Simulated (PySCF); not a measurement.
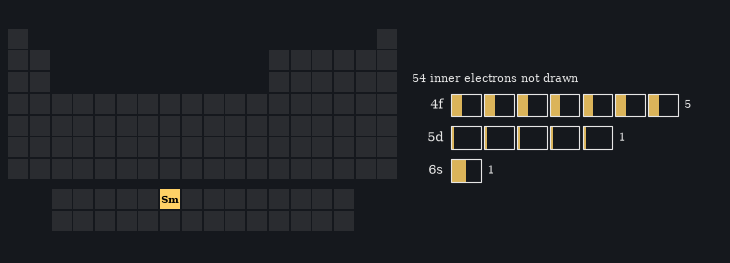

Fig. 1: Left, the place of samarium in the periodic table; right, the outer shells of the nominal configuration: a box for each of the 2l + 1 orbitals, shaded by the share of the shell that is filled, with the electron count at the right.

**Atomic calculation for Sm⁺**

Sm⁺, configuration 1s2 2s2 2p6 3s2 3p6 3d10 4s2 4p6 4d10 4f5 5s2 5p6 5d1 6s1, multiplicity 8. Level asked for: unrestricted BP86, x2c-TZVPPall plus 1 even-tempered diffuse shell per l, spin-free X2C-1e, Gaussian nucleus (PySCF).

## Input file
```python
from pyscf import gto, scf, dft, mp, cc
import basis_set_exchange as bse
mol = gto.M(atom="Sm 0 0 0", charge=1, spin=7, symmetry="D2h",
            basis=gto.basis.parse(bse.get_basis("x2c-TZVPPall", elements=["Sm"], fmt="nwchem", augment_diffuse=1)),
            nucmod="G")
mf = dft.UKS(mol, xc="B88,P86").sfx2c1e()
mf.irrep_nelec = {'Ag': (10, 9), 'B1g': (2, 2), 'B2g': (2, 2), 'B3g': (3, 2), 'Au': (1, 0), 'B1u': (5, 4), 'B2u': (6, 4), 'B3u': (5, 4)}
mf.kernel()
```

The script is an equivalent of what the driver set up; the driver started from orbitals of its own, so the log can be shorter than this script's would be, and it computed the properties (radii, ⟨L²⟩, response) afterwards. It held the occupations shell by shell, which the script's counts by irreducible representation don't always enforce.

## Log (extracts)
```
damping factor = 0
level_shift factor = 0
DIIS = <class 'pyscf.scf.diis.CDIIS'>
diis_start_cycle = 1
diis_space = 10
diis_damp = 0
SCF conv_tol = 1e-09
SCF conv_tol_grad = None
number electrons alpha = 34  beta = 27
XC functionals = B88,P86
    A. D. Becke.,  Phys. Rev. A 38, 3098 (1988)
    J. P. Perdew.,  Phys. Rev. B 33, 8822 (1986)
cycle= 1 E= -10427.5450249278  delta_E= -0.0259  |g|= 0.194  |ddm|= 0.807
cycle= 2 E= -10427.4794291282  delta_E= 0.0656  |g|= 0.511  |ddm|= 0.856
cycle= 3 E= -10427.5457264177  delta_E= -0.0663  |g|= 0.161  |ddm|= 0.846
cycle= 4 E= -10427.5519590305  delta_E= -0.00623  |g|= 0.0351  |ddm|= 0.178
cycle= 5 E= -10427.5523808775  delta_E= -0.000422  |g|= 0.00868  |ddm|= 0.0703
cycle= 6 E= -10427.552367691  delta_E= 1.32e-05  |g|= 0.0125  |ddm|= 0.0391
cycle= 7 E= -10427.5524153952  delta_E= -4.77e-05  |g|= 0.0018  |ddm|= 0.0316
cycle= 8 E= -10427.5524221564  delta_E= -6.76e-06  |g|= 0.00117  |ddm|= 0.0204
cycle= 9 E= -10427.5524249626  delta_E= -2.81e-06  |g|= 0.00112  |ddm|= 0.00657
cycle= 10 E= -10427.552415461  delta_E= 9.5e-06  |g|= 0.00107  |ddm|= 0.0216
[... 40 cycles left out ...]
SCF not converged.
SCF energy = -10427.5524009609 after 50 cycles  <S^2> = 15.751312  2S+1 = 8.0003279

damping factor = 0
level_shift factor = 0.3
DIIS = <class 'pyscf.scf.diis.CDIIS'>
diis_start_cycle = 1
diis_space = 10
diis_damp = 0
SCF conv_tol = 1e-09
SCF conv_tol_grad = None
number electrons alpha = 34  beta = 27
XC functionals = B88,P86
    A. D. Becke.,  Phys. Rev. A 38, 3098 (1988)
    J. P. Perdew.,  Phys. Rev. B 33, 8822 (1986)
[... 44 cycles left out ...]
cycle= 45 E= -10427.5523708787  delta_E= -2.1e-06  |g|= 0.00405  |ddm|= 0.00485
cycle= 46 E= -10427.5523746141  delta_E= -3.74e-06  |g|= 0.00343  |ddm|= 0.00414
cycle= 47 E= -10427.5523764552  delta_E= -1.84e-06  |g|= 0.00358  |ddm|= 0.00435
cycle= 48 E= -10427.5523786667  delta_E= -2.21e-06  |g|= 0.00343  |ddm|= 0.00411
cycle= 49 E= -10427.5523808068  delta_E= -2.14e-06  |g|= 0.00344  |ddm|= 0.00382
cycle= 50 E= -10427.552382952  delta_E= -2.15e-06  |g|= 0.0031  |ddm|= 0.00354
cycle= 51 E= -10427.5523840949  delta_E= -1.14e-06  |g|= 0.00348  |ddm|= 0.00384
cycle= 52 E= -10427.5523856948  delta_E= -1.6e-06  |g|= 0.00345  |ddm|= 0.00365
cycle= 53 E= -10427.5523873401  delta_E= -1.65e-06  |g|= 0.00325  |ddm|= 0.00345
cycle= 54 E= -10427.5523878931  delta_E= -5.53e-07  |g|= 0.0
```

## What the run reported

| quantity | value |
| --- | --- |
| outcome | not converged |
| total energy | −10427.5522 hartree |
| ⟨S²⟩ | 15.751 |
| ⟨L²⟩ | 30.04 |
| SCF iterations | 170 |
| hardware | 1 CPU thread, shared host |
| CPU time | 56 s (integrals apart) |

## What went wrong

The run did not meet its convergence test in 170 iterations, so its last values are not results. This is not the ground configuration of the species. ⟨L²⟩ departs from that of the intended term, so the determinant mixes terms.
